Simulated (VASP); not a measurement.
Band structure of NiAl (CsCl type). Level of theory: r2SCAN meta-GGA, VASP's PBE PAW potentials (set 64) (plane waves; VASP 6.6.1).

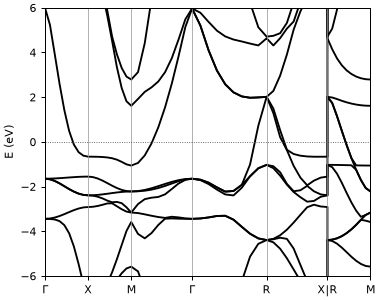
*Bands along high-symmetry lines, zero at the valence-band maximum or, without a gap, the Fermi level*

Read the plot: is there a gap, and where are the band edges?

It has no gap at this level: it comes out as a metal or semimetal.

The compound is NiAl in the CsCl type structure. It was relaxed first. The run is not spin-polarised, so no magnetic state was tried. The electron count is odd and the run is not spin-polarised, which forces a metal.
